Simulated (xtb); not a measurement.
# Geometry relaxation of C₃H₅Se (charge −1) (part 2 of 3)

C₃H₅Se, charge −1; GFN1-xTB (xtb 6.7.1). The geometry comes from this level: GFN2-xTB.

Geometry of the input (Å):
```
C  -0.4227  1.2699  -0.3411
C  -0.1007  -0.0085  -0.4882
C  0.3722  -0.8461  0.6657
Se -0.2061  -0.8758  -2.1711
H  -0.7612  1.8694  -1.1679
H  -0.3545  1.7576  0.6233
H  -0.3973  -0.8970  1.4391
H  0.5978  -1.8560  0.3330
H  1.2726  -0.4136  1.1071
```

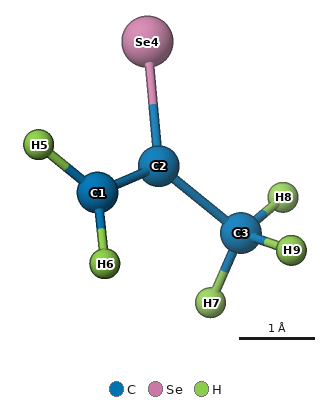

Figure 1. The structure as given in the input (ball-and-stick view, seen at a tilt; atoms are numbered from 1 in the order of the input).

**The program's output, continued**
```
 iter      E             dE          RMSdq      gap      omega  full diag
   1    -12.6770571 -0.126771E+02  0.820E-03    2.86       0.0  T
   2    -12.6770577 -0.607780E-06  0.425E-03    2.86       7.8  T
   3    -12.6770577 -0.650830E-07  0.161E-03    2.86      20.7  T
   4    -12.6770577 -0.814989E-09  0.508E-04    2.86      65.6  T
   5    -12.6770577 -0.396735E-09  0.149E-04    2.86     223.2  T
   6    -12.6770577 -0.118963E-10  0.144E-05    2.86    2309.9  T
     SCC iter.                  ...        0 min,  0.001 sec
     gradient                   ...        0 min,  0.004 sec
 * total energy  :   -12.5362582 Eh     change       -0.5520287E-05 Eh
   gradient norm :     0.0007939 Eh/α   predicted    -0.8202510E-05 (  48.59%)
   displ. norm   :     0.0137491 α      lambda       -0.3861334E-05
   maximum displ.:     0.0080864 α      in ANC's #3, #4, #5, ...

........................................................................
.............................. CYCLE    6 ..............................
........................................................................

 iter      E             dE          RMSdq      gap      omega  full diag
   1    -12.6770724 -0.126771E+02  0.188E-03    2.86       0.0  T
   2    -12.6770724 -0.778887E-08  0.110E-03    2.86      30.4  T
   3    -12.6770724 -0.570472E-09  0.428E-04    2.86      77.9  T
   4    -12.6770724 -0.665086E-10  0.134E-04    2.86     249.7  T
   5    -12.6770724 -0.723865E-11  0.351E-05    2.86     950.9  T
     SCC iter.                  ...        0 min,  0.001 sec
     gradient                   ...        0 min,  0.004 sec
 * total energy  :   -12.5362596 Eh     change       -0.1407199E-05 Eh
   gradient norm :     0.0003490 Eh/α   predicted    -0.1929243E-05 (  37.10%)
   displ. norm   :     0.0052425 α      lambda       -0.7918300E-06
   maximum displ.:     0.0031427 α      in ANC's #4, #3, #5, ...

........................................................................
.............................. CYCLE    7 ..............................
........................................................................

 iter      E             dE          RMSdq      gap      omega  full diag
   1    -12.6770632 -0.126771E+02  0.124E-03    2.86       0.0  T
   2    -12.6770632 -0.832623E-08  0.470E-04    2.86      71.0  T
   3    -12.6770632 -0.809974E-09  0.243E-04    2.86     137.1  T
   4    -12.6770632 -0.317364E-10  0.706E-05    2.86     472.1  T
   5    -12.6770632 -0.580158E-11  0.201E-05    2.86    1655.2  T
     SCC iter.                  ...        0 min,  0.001 sec
     gradient                   ...        0 min,  0.004 sec
 * total energy  :   -12.5362602 Eh     change       -0.5904821E-06 Eh
   gradient norm :     0.0000977 Eh/α   predicted    -0.3969956E-06 ( -32.77%)
   displ. norm   :     0.0011489 α      lambda       -0.2668487E-07
   maximum displ.:     0.0007605 α      in ANC's #1, #4, #5, ...

........................................................................
.............................. CYCLE    8 ..............................
........................................................................

 iter      E             dE          RMSdq      gap      omega  full diag
   1    -12.6770623 -0.126771E+02  0.783E-04    2.86       0.0  T
   2    -12.6770623 -0.563786E-08  0.366E-04    2.86      91.0  T
   3    -12.6770623 -0.427242E-09  0.134E-04    2.86     249.3  T
   4    -12.6770623 -0.165201E-12  0.742E-05    2.86     449.5  T
     SCC iter.                  ...        0 min,  0.001 sec
     gradient                   ...        0 min,  0.004 sec
 * total energy  :   -12.5362602 Eh     change       -0.1685090E-07 Eh
   gradient norm :     0.0000620 Eh/α   predicted    -0.1431768E-07 ( -15.03%)
   displ. norm   :     0.0009390 α      lambda       -0.4255778E-08
   maximum displ.:     0.0008840 α      in ANC's #1, #2, #5, ...

   *** GEOMETRY OPTIMIZATION CONVERGED AFTER 8 ITERATIONS ***

------------------------------------------------------------------------
 total energy gain   :        -0.0034808 Eh       -2.1842 kcal/mol
 total RMSD          :         0.0700327 a0        0.0371 Å
 total power (kW/mol):        -1.1423436 (step) -144.7029 (real)
------------------------------------------------------------------------

 ANCopt (total)                0 d,  0 h,  0 min,  0.063 sec
 optimizer setup                ...        0 min,  0.000 sec (  0.117%)
 model hessian                  ...        0 min,  0.001 sec (  0.913%)
 ANC generation                 ...        0 min,  0.000 sec (  0.248%)
 coordinate transformation      ...        0 min,  0.000 sec (  0.081%)
 single point calculation       ...        0 min,  0.061 sec ( 96.403%)
 optimization log               ...        0 min,  0.001 sec (  0.806%)
 hessian update                 ...        0 min,  0.000 sec (  0.080%)
 rational function              ...        0 min,  0.001 sec (  0.823%)

================
 final structure:
================
9
 xtb: 6.7.1
C           -0.42031616304400        1.27312936497380       -0.32875182713473
C           -0.10596366911661       -0.03080868115634       -0.55334186012052
C            0.36712732367350       -0.83571568018313        0.65295530356459
Se          -0.19222300967212       -0.92631345880754       -2.15784117770805
H           -0.76468443652779        1.90889727489590       -1.13694423808369
H           -0.34728350861766        1.74519792915919        0.64959474856889
H           -0.40493228025663       -0.88158638913262        1.43125877750305
H            0.60107628905037       -1.85611366066247        0.34163109605606
H            1.26719945451093       -0.39669669908679        1.10142917735440

 Bond Distances (Angstroems)
 ---------------------------
C1-C2=1.3600         C1-H5=1.0844         C1-H6=1.0887         C2-C1=1.3600         C2-C3=1.5254         C2-Se4=1.8395
C3-C2=1.5254         C3-H7=1.0972         C3-H8=1.0922         C3-H9=1.0973         Se4-C2=1.8395        H5-C1=1.0844
H6-C1=1.0887         H7-C3=1.0972         H8-C3=1.0922         H9-C3=1.0973
 C  H  Rav=1.0920 sigma=0.0050  Rmin=1.0844  Rmax=1.0973     5
 C  C  Rav=1.4427 sigma=0.0827  Rmin=1.3600  Rmax=1.5254     2
 Se C  Rav=1.8395 sigma=0.0000  Rmin=1.8395  Rmax=1.8395     1

 selected bond angles (degree)
 --------------------
H5-C1-C2=120.83                H6-C1-C2=123.27                H6-C1-H5=115.90                C3-C2-C1=116.55
Se4-C2-C1=126.87               Se4-C2-C3=116.58               H7-C3-C2=111.39                H8-C3-C2=109.51
H8-C3-H7=108.29                H9-C3-C2=111.50                H9-C3-H7=107.70                H9-C3-H8=108.34

 selected dihedral angles (degree)
 ---------------------------------
C3-C2-C1-H5=180.04            C3-C2-C1-H6=  0.04            Se4-C2-C1-H5=  0.00           Se4-C2-C1-H6=180.00
H7-C3-C2-C1= 61.08            H7-C3-C2-Se4=241.12           H8-C3-C2-C1=180.85            H8-C3-C2-Se4=  0.89
H9-C3-C2-C1=300.73            H9-C3-C2-Se4=120.78
           -------------------------------------------------
          |                Final Singlepoint                |
           -------------------------------------------------

          ...................................................
          :                      SETUP                      :
          :.................................................:
          :  # basis functions                  32          :
          :  # atomic orbitals                  31          :
          :  # shells                           19          :
          :  # electrons                        24          :
          :  # halogen bonds                     0          :
          :  max. iterations                   250          :
          :  Hamiltonian                  GFN1-xTB          :
          :  restarted?                      false          :
          :  GBSA solvation                  false          :
          :  PC potential                    false          :
          :  electronic temp.          300.0000000     K    :
          :  accuracy                    1.0000000          :
          :  -> integral cutoff          0.2500000E+02      :
          :  -> integral neglect         0.1000000E-07      :
          :  -> SCF convergence          0.1000000E-05 Eh   :
          :  -> wf. convergence          0.2000000E-04 e    :
          :  Broyden damping             0.4000000          :
          :  net charge                         -1          :
          :  unpaired electrons                  0          :
          ...................................................

 iter      E             dE          RMSdq      gap      omega  full diag
   1    -12.6770623 -0.126771E+02  0.728E-06    2.86       0.0  T
   2    -12.6770623 -0.104805E-12  0.285E-06    2.86   11690.8  T
   3    -12.6770623 -0.248690E-13  0.402E-07    2.86   82905.5  T

   *** convergence criteria satisfied after 3 iterations ***

         #    Occupation            Energy/Eh            Energy/eV
      -------------------------------------------------------------
         1        2.0000           -0.5354094             -14.5692
       ...           ...                  ...                  ...
         6        2.0000           -0.3277929              -8.9197
         7        2.0000           -0.3064969              -8.3402
         8        2.0000           -0.2612629              -7.1093
         9        2.0000           -0.2028841              -5.5208
        10        2.0000           -0.1993731              -5.4252
        11        2.0000           -0.1002577              -2.7282
        12        2.0000           -0.0949928              -2.5849 (HOMO)
        13                          0.0100772               0.2742 (LUMO)
        14                          0.0602583               1.6397
        15                          0.1073453               2.9210
        16                          0.1136565               3.0928
        17                          0.1198373               3.2609
       ...                                ...                  ...
        31                          0.7568377              20.5946
      -------------------------------------------------------------
                  HL-Gap            0.1050701 Eh            2.8591 eV
             Fermi-level           -0.0424578 Eh           -1.1553 eV

 SCC (total)                   0 d,  0 h,  0 min,  0.007 sec
 SCC setup                      ...        0 min,  0.000 sec (  1.241%)
 Dispersion                     ...        0 min,  0.000 sec (  0.396%)
 classical contributions        ...        0 min,  0.000 sec (  0.153%)
 integral evaluation            ...        0 min,  0.002 sec ( 29.552%)
 iterations                     ...        0 min,  0.001 sec ( 10.733%)
 molecular gradient             ...        0 min,  0.004 sec ( 55.751%)
 printout                       ...        0 min,  0.000 sec (  1.963%)

         :::::::::::::::::::::::::::::::::::::::::::::::::::::
         ::                     SUMMARY                     ::
         :::::::::::::::::::::::::::::::::::::::::::::::::::::
         :: total energy             -12.536260209331 Eh    ::
         :: gradient norm              0.000061485173 Eh/a0 ::
         :: HOMO-LUMO gap              2.859101888864 eV    ::
         ::.................................................::
         :: SCC energy               -12.677062307128 Eh    ::
         :: -> electrostatic           0.124074902663 Eh    ::
         :: repulsion energy           0.143799804846 Eh    ::
         :: dispersion energy         -0.002997707049 Eh    ::
         :: halogen bond corr.         0.000000000000 Eh    ::
         :: add. restraining           0.000000000000 Eh    ::
         :: total charge              -1.000000000000 e     ::
         :::::::::::::::::::::::::::::::::::::::::::::::::::::

           -------------------------------------------------
          |                Numerical Hessian                |
           -------------------------------------------------
step length          :   0.00500
SCC accuracy         :   0.30000
Hessian scale factor :   1.00000
frozen atoms in %    :   0.00000    0
RMS gradient         :   0.00006
estimated CPU  time      0.01 min

writing file <hessian>.

 projected vibrational frequencies (cm⁻¹)
eigval :       -0.00    -0.00    -0.00    -0.00     0.00     0.00
eigval :      -52.33   305.80   338.43   429.48   586.09   610.11
eigval :      624.35   909.10   994.08  1002.66  1163.65  1373.75
eigval :     1383.89  1491.90  1501.64  1546.43  2958.21  2976.08
eigval :     3018.29  3039.42  3089.32
           -------------------------------------------------
          |                Property Printout                |
           -------------------------------------------------

    * Orbital Energies and Occupations

         #    Occupation            Energy/Eh            Energy/eV
      -------------------------------------------------------------
         1        2.0000           -0.5354094             -14.5692
         2        2.0000           -0.4369372             -11.8897
         3        2.0000           -0.3957793             -10.7697
         4        2.0000           -0.3448859              -9.3848
         5        2.0000           -0.3301273              -8.9832
         6        2.0000           -0.3277929              -8.9197
         7        2.0000           -0.3064969              -8.3402
         8        2.0000           -0.2612629              -7.1093
         9        2.0000           -0.2028841              -5.5208
        10        2.0000           -0.1993731              -5.4252
        11        2.0000           -0.1002578              -2.7282
        12        2.0000           -0.0949928              -2.5849 (HOMO)
        13                          0.0100772               0.2742 (LUMO)
        14                          0.0602583               1.6397
        15                          0.1073453               2.9210
        16                          0.1136565               3.0927
        17                          0.1198373               3.2609
        18                          0.1338255               3.6416
        19                          0.1591936               4.3319
        20                          0.2528534               6.8805
        21                          0.2631085               7.1595
        22                          0.2668446               7.2612
        23                          0.3061583               8.3310
       ...                                ...                  ...
        31                          0.7568377              20.5946
      -------------------------------------------------------------
                  HL-Gap            0.1050701 Eh            2.8591 eV
             Fermi-level           -0.0424578 Eh           -1.1553 eV
```
